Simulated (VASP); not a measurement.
# HfGe with AM05: from relaxation to properties, part 5 of 5

Aim: relax HfGe, then compute properties on the relaxed cell. The cell is invented: it takes the structure of a Materials Project entry for HfTi (space group 187 there), with some of its atoms replaced by other elements, volume scaled by an estimate. It may not be a known or stable phase.

VASP 6.6.1, plane waves and PAW; the level of theory is named at each step.

So far. Step 6 (Total and projected DOS (AM05)): The finer mesh and the other smearing move the Fermi level by +0.00 eV from the 8×8×5 run, a small shift, which tests the Fermi level alone. Of the states within 0.3 eV of the Fermi level, the largest shares in the PAW spheres are Hf d 44 %, Ge p 9 % and Hf p 9 %. The rest lies in smaller channels or between the spheres. Step 7 (Band structure (TB-mBJ)): There is no gap at this level.

**8. Vibrations at Γ (AM05)**

This step: AM05; plane waves and PAW (Hf_pv, Ge_d); invented cell (VASP 6.6.1).

Zone-centre modes test whether the atoms sit at a minimum within this cell. IBRION = 8 takes the force constants from linear response, which needs tightly converged orbitals.

INCAR reads:

```
SYSTEM = HfGe
PREC = Accurate
ENCUT = 410
EDIFF = 1E-08
NELM = 100
ISMEAR = 1
SIGMA = 0.2
LREAL = .FALSE.
ALGO = Normal
GGA = AM
NBANDS = 18
LORBIT = 11
LWAVE = .FALSE.
LCHARG = .FALSE.
IBRION = 8
ISIF = 2
```

POSCAR reads:

```
HfGe
1.0
    3.0920318168     -0.0000000107      0.0000000000
   -1.5460164272      2.6777780606      0.0000000000
    0.0000000000      0.0000000000      4.4284952924
Hf Ge
1 1
Direct
    0.6666666700      0.3333333300      0.5000000000
    0.3333333300      0.6666666700      0.0000000000
```

KPOINTS reads:

```
Automatic mesh
0
Gamma
14 14 9
0 0 0
```

Potentials, in the order of the species: Hf_pv and Ge_d (PBE family, release 64).

Launch:

```sh
mpirun -np 1 vasp_std
```

The program printed:

```text
[... set-up lines as in an earlier step ...]
 entering main loop
       N       E                     dE             d eps       ncg     rms          rms(c)
DAV:   1     0.124589119570E+03    0.12459E+03   -0.11512E+04  4662   0.266E+03
DAV:   2    -0.431375733991E+01   -0.12890E+03   -0.12575E+03  4650   0.450E+02
DAV:   3    -0.160920843682E+02   -0.11778E+02   -0.11644E+02  5232   0.953E+01
DAV:   4    -0.163442207248E+02   -0.25214E+00   -0.25181E+00  5342   0.144E+01
DAV:   5    -0.163474207250E+02   -0.32000E-02   -0.31997E-02  5146   0.178E+00    0.498E+01
DAV:   6    -0.159891714239E+02    0.35825E+00   -0.47028E-01  4686   0.456E+00    0.310E+01
DAV:   7    -0.158828498813E+02    0.10632E+00   -0.48473E-01  4954   0.646E+00    0.196E+00
DAV:   8    -0.158740985593E+02    0.87513E-02   -0.37871E-02  5190   0.192E+00    0.133E+00
DAV:   9    -0.158733650750E+02    0.73348E-03   -0.69995E-03  5292   0.812E-01    0.863E-01
DAV:  10    -0.158732079025E+02    0.15717E-03   -0.66896E-04  5298   0.248E-01    0.109E-01
DAV:  11    -0.158732108235E+02   -0.29210E-05   -0.17610E-05  5160   0.368E-02    0.534E-02
DAV:  12    -0.158732113566E+02   -0.53307E-06   -0.30642E-06  4856   0.145E-02    0.202E-02
DAV:  13    -0.158732111716E+02    0.18500E-06   -0.37294E-07  5000   0.399E-03    0.622E-04
DAV:  14    -0.158732111938E+02   -0.22209E-07   -0.16589E-08  3428   0.954E-04    0.175E-04
DAV:  15    -0.158732111976E+02   -0.38472E-08   -0.22612E-09  2344   0.726E-04
   1 F= -.15873211E+02 E0= -.15873196E+02  d E =-.466080E-04
 Linear response reoptimize wavefunctions to high precision
DAV:   1    -0.158732111968E+02    0.83855E-09   -0.25133E-10  2498   0.181E-04
DAV:   2    -0.158732111968E+02   -0.22737E-10   -0.46930E-11  2292   0.835E-05
 Linear response DOF=           4
 Linear response progress:
  Degree of freedom:   1/  4
       N       E                     dE             d eps       ncg     rms          rms(c)
RMM:   1    -0.199063471432E+00   -0.19906E+00    0.49804E+00 25755   0.958E+00
RMM:   2    -0.204707305375E+00   -0.56438E-02   -0.38234E-02 31955   0.115E+00    0.708E-01
RMM:   3    -0.203844798083E+00    0.86251E-03   -0.47810E-03 38414   0.274E-01    0.128E-01
RMM:   4    -0.203369806641E+00    0.47499E-03   -0.10845E-03 40413   0.112E-01    0.149E-01
RMM:   5    -0.203168428932E+00    0.20138E-03   -0.28525E-04 40484   0.436E-02    0.991E-02
RMM:   6    -0.203006075304E+00    0.16235E-03   -0.10979E-04 39739   0.254E-02    0.180E-02
RMM:   7    -0.202980230019E+00    0.25845E-04   -0.59870E-05 40761   0.135E-02    0.192E-02
RMM:   8    -0.202982121371E+00   -0.18914E-05   -0.26928E-05 38504   0.631E-03    0.263E-02
RMM:   9    -0.202982246240E+00   -0.12487E-06   -0.21494E-05 41066   0.349E-03    0.351E-02
RMM:  10    -0.202987677099E+00   -0.54309E-05   -0.12792E-05 40188   0.217E-03    0.268E-02
RMM:  11    -0.202989721160E+00   -0.20441E-05   -0.76479E-06 39359   0.140E-03    0.258E-02
RMM:  12    -0.202989826650E+00   -0.10549E-06   -0.43092E-06 39925   0.739E-04    0.267E-02
RMM:  13    -0.202989754466E+00    0.72184E-07   -0.24445E-06 43531   0.447E-04    0.279E-02
 first order change of Fermi-energy  -0.18786E-03
 force on displaced ion       1 direction 1 :  -1.849  -0.002   0.000
 Linear response progress:
  Degree of freedom:   2/  4
       N       E                     dE             d eps       ncg     rms          rms(c)
RMM:   1    -0.241285204968E+00   -0.24129E+00    0.48951E+00  9116   0.989E+00
RMM:   2    -0.247810916513E+00   -0.65257E-02   -0.66157E-02 12014   0.145E+00    0.616E-01
RMM:   3    -0.247784503143E+00    0.26413E-04   -0.40579E-03 13071   0.324E-01    0.266E-01
RMM:   4    -0.247627045179E+00    0.15746E-03   -0.56494E-04 14242   0.117E-01    0.160E-01
RMM:   5    -0.247456410662E+00    0.17063E-03   -0.10122E-04 14315   0.431E-02    0.495E-02
RMM:   6    -0.247419021029E+00    0.37390E-04   -0.32000E-05 14578   0.169E-02    0.147E-02
RMM:   7    -0.247420806515E+00   -0.17855E-05   -0.12172E-05 14351   0.790E-03    0.884E-03
RMM:   8    -0.247423243211E+00   -0.24367E-05   -0.36372E-06 14534   0.385E-03    0.693E-03
RMM:   9    -0.247426655669E+00   -0.34125E-05   -0.43136E-06 14499   0.218E-03    0.358E-03
RMM:  10    -0.247426994688E+00   -0.33902E-06   -0.42626E-06 14709   0.137E-03    0.121E-03
RMM:  11    -0.247427440813E+00   -0.44613E-06   -0.28483E-06 14903   0.755E-04    0.966E-04
RMM:  12    -0.247427651892E+00   -0.21108E-06   -0.17167E-06 14817   0.459E-04    0.557E-04
RMM:  13    -0.247427752373E+00   -0.10048E-06   -0.12430E-06 15184   0.293E-04    0.168E-04
RMM:  14    -0.247427766310E+00   -0.13937E-07   -0.84400E-07 15118   0.188E-04    0.739E-05
RMM:  15    -0.247427772974E+00   -0.66637E-08   -0.61704E-07 14429   0.124E-04    0.379E-05
RMM:  16    -0.247427794643E+00   -0.21670E-07   -0.42230E-07 14283   0.841E-05    0.146E-05
RMM:  17    -0.247427803547E+00   -0.89040E-08   -0.28893E-07 13345   0.588E-05    0.241E-05
RMM:  18    -0.247427800233E+00    0.33139E-08   -0.17506E-07 12527   0.426E-05    0.673E-05
RMM:  19    -0.247427794518E+00    0.57157E-08   -0.12650E-07 12443   0.324E-05    0.113E-04
RMM:  20    -0.247427796778E+00   -0.22603E-08   -0.84325E-08 12030   0.255E-05    0.117E-04
 first order change of Fermi-energy  -0.24225E-02
 force on displaced ion       1 direction 3 :   0.000  -0.000 -11.543
 Linear response progress:
  Degree of freedom:   3/  4
       N       E                     dE             d eps       ncg     rms          rms(c)
RMM:   1    -0.180081422885E+00   -0.18008E+00    0.78822E+00 20506   0.499E+01
RMM:   2    -0.186255869980E+00   -0.61744E-02   -0.76898E-03 32186   0.639E-01    0.134E-01
RMM:   3    -0.186309441131E+00   -0.53571E-04   -0.30552E-04 31717   0.149E-01    0.782E-02
RMM:   4    -0.186389119463E+00   -0.79678E-04   -0.47339E-05 35664   0.545E-02    0.580E-03
RMM:   5    -0.186373553894E+00    0.15566E-04   -0.47389E-06 33004   0.162E-02    0.373E-03
RMM:   6    -0.186368848592E+00    0.47053E-05   -0.89083E-07 36440   0.720E-03    0.814E-04
RMM:   7    -0.186368795478E+00    0.53113E-07   -0.68735E-07 34613   0.282E-03    0.616E-04
RMM:   8    -0.186367824292E+00    0.97119E-06   -0.22002E-07 37182   0.126E-03    0.246E-04
RMM:   9    -0.186367707154E+00    0.11714E-06   -0.56749E-08 37233   0.596E-04    0.125E-04
RMM:  10    -0.186367519768E+00    0.18739E-06    0.95714E-08 38269   0.306E-04    0.143E-05
RMM:  11    -0.186367540975E+00   -0.21206E-07    0.92920E-08 39044   0.172E-04    0.314E-05
RMM:  12    -0.186367487094E+00    0.53880E-07    0.53065E-08 41933   0.101E-04    0.328E-06
RMM:  13    -0.186367508866E+00   -0.21771E-07    0.38043E-08 40943   0.633E-05    0.160E-05
RMM:  14    -0.186367507052E+00    0.18132E-08    0.21214E-08 37176   0.422E-05    0.160E-05
 first order change of Fermi-energy  -0.10408E-04
 force on displaced ion       2 direction 1 :  -1.814  -0.000   0.000
 Linear response progress:
  Degree of freedom:   4/  4
       N       E                     dE             d eps       ncg     rms          rms(c)
RMM:   1    -0.198583381945E+00   -0.19858E+00    0.78369E+00  7550   0.504E+01
RMM:   2    -0.206559816697E+00   -0.79764E-02   -0.10792E-02 11433   0.767E-01    0.459E-01
RMM:   3    -0.206378829003E+00    0.18099E-03   -0.92433E-04 12043   0.228E-01    0.253E-01
RMM:   4    -0.206363494559E+00    0.15334E-04   -0.18587E-04 13040   0.875E-02    0.173E-02
RMM:   5    -0.206314291926E+00    0.49203E-04   -0.32491E-05 12265   0.361E-02    0.137E-02
RMM:   6    -0.206318646489E+00   -0.43546E-05   -0.48469E-06 13488   0.132E-02    0.406E-03
RMM:   7    -0.206326852148E+00   -0.82057E-05   -0.11080E-06 13214   0.485E-03    0.106E-03
RMM:   8    -0.206329650271E+00   -0.27981E-05   -0.19891E-07 13416   0.214E-03    0.443E-04
RMM:   9    -0.206331035206E+00   -0.13849E-05   -0.14347E-07 13703   0.930E-04    0.106E-04
RMM:  10    -0.206330967839E+00    0.67367E-07   -0.31442E-07 13210   0.485E-04    0.633E-05
RMM:  11    -0.206331156046E+00   -0.18821E-06   -0.33842E-07 13979   0.249E-04    0.388E-05
RMM:  12    -0.206331305253E+00   -0.14921E-06   -0.24888E-07 13942   0.140E-04    0.109E-05
RMM:  13    -0.206331396889E+00   -0.91636E-07   -0.15691E-07 14293   0.864E-05    0.705E-06
RMM:  14    -0.206331363835E+00    0.33054E-07   -0.90001E-08 13922   0.569E-05    0.377E-06
RMM:  15    -0.206331370758E+00   -0.69233E-08   -0.59866E-08 12675   0.386E-05    0.191E-06
 first order change of Fermi-energy   0.24417E-02
 force on displaced ion       2 direction 3 :  -0.000  -0.000 -11.609
 Linear response finished
```

Wall time 14 min (1 MPI rank of AMD EPYC 7R43, shared host); peak memory 0.52 GiB.

Parts of OUTCAR (step 8):

```text
   k-points           NKPTS =    120   k-points in BZ     NKDIM =    120   number of bands    NBANDS=     18

   NELECT =      24.0000    total number of electrons

  Total        0.0137797      0.0137797     -0.1349984     -0.0000000     -0.0000000      0.0000000
  in kB        0.6021092      0.6021091     -5.8988109     -0.0000001     -0.0000000      0.0000000
  external PRESSURE =      -1.5648642 kB  Pullay stress =       0.0000000 kB

 POSITION                                       TOTAL-FORCE (eV/Angst)
 -----------------------------------------------------------------------------------
      1.54602      0.89259      2.21425        -0.000000      0.000000      0.000000
     -0.00000      1.78519      0.00000         0.000000     -0.000000      0.000000
 -----------------------------------------------------------------------------------
    total drift:                                0.000009     -0.000003     -0.000000

 Eigenvectors and eigenvalues of the dynamical matrix
 ----------------------------------------------------

   1 f  =    7.408184 THz    46.546991 2PiTHz  247.110409 cm-1    30.637772 meV
             X         Y         Z           dx          dy          dz
      1.546016  0.892593  2.214248     0.000000   -0.000000   -0.536661
     -0.000000  1.785185  0.000000    -0.000000    0.000000    0.843798

   2 f  =    2.939301 THz    18.468176 2PiTHz   98.044544 cm-1    12.155969 meV
             X         Y         Z           dx          dy          dz
      1.546016  0.892593  2.214248     0.399570   -0.365305   -0.000000
     -0.000000  1.785185  0.000000    -0.620526    0.567312   -0.000000

   3 f  =    2.939301 THz    18.468172 2PiTHz   98.044525 cm-1    12.155966 meV
             X         Y         Z           dx          dy          dz
      1.546016  0.892593  2.214248     0.365305    0.399570    0.000000
     -0.000000  1.785185  0.000000    -0.567312   -0.620526    0.000000

   4 f/i=    0.009501 THz     0.059698 2PiTHz    0.316929 cm-1     0.039294 meV
             X         Y         Z           dx          dy          dz
      1.546016  0.892593  2.214248     0.000000    0.000000   -0.843798
     -0.000000  1.785185  0.000000     0.000000    0.000000   -0.536661

   5 f/i=    0.012734 THz     0.080010 2PiTHz    0.424760 cm-1     0.052664 meV
             X         Y         Z           dx          dy          dz
      1.546016  0.892593  2.214248    -0.567301   -0.620537   -0.000000
     -0.000000  1.785185  0.000000    -0.365297   -0.399577   -0.000000

   6 f/i=    0.012734 THz     0.080010 2PiTHz    0.424760 cm-1     0.052664 meV
             X         Y         Z           dx          dy          dz
      1.546016  0.892593  2.214248     0.620537   -0.567301   -0.000000
     -0.000000  1.785185  0.000000     0.399577   -0.365297   -0.000000

 ELASTIC MODULI CONTR FROM IONIC RELAXATION (kBar)
 Direction    XX          YY          ZZ          XY          YZ          ZX
 --------------------------------------------------------------------------------
 XX         -45.6739     45.6739     -0.0000      0.0000      0.0000     -0.0000
 YY          45.6739    -45.6739      0.0000      0.0000     -0.0000      0.0000
 ZZ          -0.0000      0.0000     -0.0000     -0.0000      0.0000     -0.0000
 XY           0.0000      0.0000     -0.0000    -45.6739      0.0000     -0.0000
 YZ           0.0000     -0.0000      0.0000      0.0000     -0.0000     -0.0000
 ZX          -0.0000      0.0000     -0.0000     -0.0000     -0.0000     -0.0000
 --------------------------------------------------------------------------------

[... 6 parts as in an earlier step ...]

[... 4 further parts left out ...]
```

Energies printed during the response cycles are not total energies of the cell.

This step gave:

```
bands                     : 18
irreducible k-points      : 120
pressure of the cell      : -0.1565 GPa
largest force of the cell : 0 eV/Å
Fermi energy              : 6.362 eV
```

Modes at Γ, with each element's share of the kinetic energy:

```tsv
mode	frequency (cm⁻¹)	symmetry	Hf %	Ge %
1	-0.4	acoustic	71	29
2	-0.4	acoustic	71	29
3	-0.3	acoustic	71	29
4	98.0	E'	29	71
5	98.0	E'	29	71
6	247.1	A2''	29	71
```

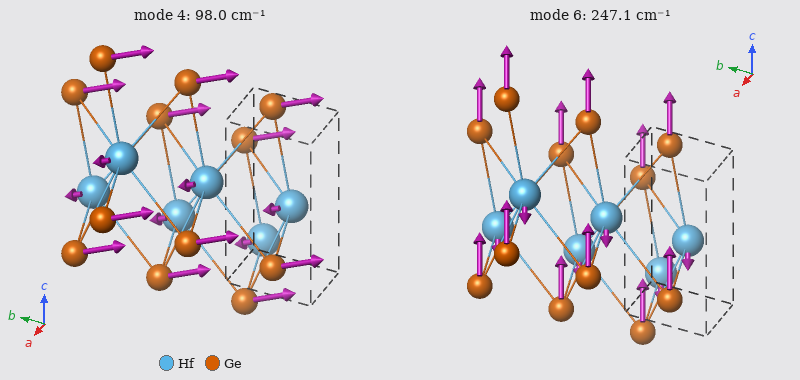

Displacement patterns of modes 4 and 6 at Γ; arrows are exaggerated. 2×3×1 cells are drawn. Some periodic images of atoms are drawn too.

The three acoustic modes lie within 0.4 cm⁻¹ of zero, and all others are real. By the characters of their eigenvectors the optical modes sort into (cm⁻¹) Raman active: E' 98; infrared active: E' 98, A2'' 247.

**9. Bands along the symmetry lines (AM05), changed input**

The mesh alone shows little of the dispersion and can miss band extrema, so KPOINTS_OPT adds a path through the symmetry points after the self-consistent cycle. Some settings are moved from the usual, to see what they do.

INCAR reads:

```
SYSTEM = HfGe
PREC = Accurate
ENCUT = 410
EDIFF = 1E-06
NELM = 100
ISMEAR = 0
SIGMA = 0.05
LREAL = .FALSE.
ALGO = Normal
GGA = AM
NBANDS = 24
LORBIT = 11
LWAVE = .FALSE.
LCHARG = .FALSE.
```

POSCAR is that of step 8.

KPOINTS reads:

```
Automatic mesh
0
Gamma
5 5 3
0 0 0
```

KPOINTS_OPT reads:

```
Line mode
16
Line-mode
Reciprocal
  0.00000000   0.00000000   0.00000000 GAMMA
  0.50000000   0.00000000   0.00000000 M

  0.50000000   0.00000000   0.00000000 M
  0.33333333   0.33333333   0.00000000 K

  0.33333333   0.33333333   0.00000000 K
  0.00000000   0.00000000   0.00000000 GAMMA

  0.00000000   0.00000000   0.00000000 GAMMA
  0.00000000   0.00000000   0.50000000 A

  0.00000000   0.00000000   0.50000000 A
  0.50000000   0.00000000   0.50000000 L

  0.50000000   0.00000000   0.50000000 L
  0.33333333   0.33333333   0.50000000 H

  0.33333333   0.33333333   0.50000000 H
  0.00000000   0.00000000   0.50000000 A

  0.50000000   0.00000000   0.50000000 L
  0.50000000   0.00000000   0.00000000 M

  0.33333333   0.33333333   0.00000000 K
  0.33333333   0.33333333   0.50000000 H
```

Launch:

```sh
mpirun -np 1 vasp_std
```

The program printed:

```text
[... set-up lines as in an earlier step ...]
 entering main loop
       N       E                     dE             d eps       ncg     rms          rms(c)
DAV:   1     0.137913281879E+03    0.13791E+03   -0.10268E+04   616   0.199E+03
DAV:   2    -0.453448083739E+00   -0.13837E+03   -0.13089E+03   520   0.467E+02
DAV:   3    -0.159491808958E+02   -0.15496E+02   -0.15379E+02   600   0.820E+01
DAV:   4    -0.162435797049E+02   -0.29440E+00   -0.29433E+00   528   0.120E+01
DAV:   5    -0.162467570726E+02   -0.31774E-02   -0.31773E-02   552   0.139E+00    0.499E+01
DAV:   6    -0.159000221607E+02    0.34673E+00   -0.54953E-01   568   0.347E+00    0.317E+01
DAV:   7    -0.158072369823E+02    0.92785E-01   -0.53568E-01   608   0.547E+00    0.236E+00
DAV:   8    -0.157919426177E+02    0.15294E-01   -0.71173E-02   648   0.182E+00    0.111E+00
DAV:   9    -0.157899761797E+02    0.19664E-02   -0.86845E-03   600   0.829E-01    0.460E-01
DAV:  10    -0.157898314803E+02    0.14470E-03   -0.54678E-04   608   0.262E-01    0.288E-02
DAV:  11    -0.157898309706E+02    0.50968E-06   -0.16940E-05   624   0.275E-02    0.138E-02
DAV:  12    -0.157898306431E+02    0.32753E-06   -0.16027E-06   336   0.129E-02
   1 F= -.15789831E+02 E0= -.15788033E+02  d E =-.359532E-02
 Start KPOINTS_OPT (optional k-point list driver)
k-point batch [1-10\144]
       N       E                     dE             ncg
DAV:   1    -0.139354671884E+04   -0.33897E+04      576
DAV:   2    -0.285681945731E+04   -0.14633E+04      512
DAV:   3    -0.301817605037E+04   -0.16136E+03      584
DAV:   4    -0.302193828522E+04   -0.37622E+01      552
DAV:   5    -0.302198238416E+04   -0.44099E-01      576
DAV:   6    -0.302198324614E+04   -0.86199E-03      568
DAV:   7    -0.302198326857E+04   -0.22422E-04      576
DAV:   8    -0.302198326920E+04   -0.63045E-06      480
[...]
k-point batch [141-144\144]
       N       E                     dE             ncg
DAV:   1     0.524010423589E+04   -0.42773E+04      232
DAV:   2     0.469329495096E+04   -0.54681E+03      216
DAV:   3     0.463406587016E+04   -0.59229E+02      192
DAV:   4     0.463283892290E+04   -0.12269E+01      256
DAV:   5     0.463282458620E+04   -0.14337E-01      192
DAV:   6     0.463282430851E+04   -0.27769E-03      248
DAV:   7     0.463282430140E+04   -0.71134E-05      208
DAV:   8     0.463282430120E+04   -0.19756E-06      216
```

The job ended after 35 s (1 MPI rank; peak memory 0.11 GiB).

OUTCAR, selected parts (step 9):

```text
   k-points           NKPTS =     10   k-points in BZ     NKDIM =     10   number of bands    NBANDS=     24

   NELECT =      24.0000    total number of electrons

 E-fermi :   6.2526

 k-point     1 :       0.0000    0.0000    0.0000
  band No.  band energies     occupation
    ...
      7     -17.8315      2.00000
      8     -17.8315      2.00000
      9      -5.3507      2.00000
     10       2.9976      2.00000
     11       4.2368      2.00000
     12       7.7238      0.00000
     13       7.7238      0.00000
     14      10.7036      0.00000
     15      10.7036      0.00000
     16      12.4965      0.00000
    ...

  Total        0.0789937      0.0789937     -0.1064309     -0.0000000     -0.0000000      0.0000000
  in kB        3.4516628      3.4516627     -4.6505408     -0.0000007     -0.0000000      0.0000000
  external PRESSURE =       0.7509282 kB  Pullay stress =       0.0000000 kB

  FREE ENERGIE OF THE ION-ELECTRON SYSTEM (eV)
  ---------------------------------------------------
  free  energy   TOTEN  =       -15.7898306431 eV

  energy  without entropy=      -15.7862353228  energy(sigma->0) =      -15.78803298

[... 7 parts as in an earlier step ...]

[... 10 further parts left out ...]
```

The run converged; its settings lie outside those of the reference runs, so its numbers are set aside.

Against the sound run on this cell (band structure (AM05)) the energy at zero smearing moves by +35.1 meV an atom and the pressure by +0.15 GPa.

Settings moved from the usual: k-mesh = 5×5×3.

The mesh holds 10 irreducible points against 30.

**10. Outcome**

| Quantity | Value |
| --- | --- |
| relaxed volume | 18.33 Å³/atom |
| relaxed conventional cell a, b, c | 3.092, 3.092, 4.428 Å; angles 90.0, 90.0, 120.0° |
| space group after relaxing, within 0.02 Å | P-6m2 (No. 187) |
| band gap | none, a metal |
| DOS at the Fermi level | 1.36 states/eV/cell |
| band gap (TB-mBJ) | none, a metal |
| highest zone-centre mode | 247 cm⁻¹ |

**Reading.** With AM05, HfGe relaxes to 18.33 Å³/atom in space group P-6m2 (held by the symmetry of the run) and comes out as a metal. Band structure (AM05): Of the bands kept, 3 cross the Fermi level on this path. Band structure (TB-mBJ): Of the bands kept, 3 cross the Fermi level on this path. Vibrations at Γ (AM05): The highest mode in this list at Γ, 247.1 cm⁻¹, is mostly motion of Ge (71 % of the kinetic energy). The other levels ran on the cell relaxed with AM05, and without spin-orbit coupling unless named. Spin-orbit coupling is left out, and with elements this heavy it would split and shift bands near the Fermi level. The k-sampling is coarse for a metal, so the Fermi level, pressures and the shape of the cell carry errors. Modes at Γ alone can't show that the crystal is stable at other wave vectors. No search among competing phases was made. All values are for a static lattice at zero temperature.

[Lines on the potential files, build, host, timing and source positions are cut from VASP's logs without a mark.]

[Logs are printed without paths, hosts, clocks, repeated set-up lines and the standing remarks that a program may print on its own settings, such as how far it seeks lower states.]

[Hosts, paths, dates, database ids (printed as entryN), source tags and the programs' standing remarks are cut or masked in the printed files.]

[A measured line is paired with the nearest computed mode of its activity, which favours agreement.]
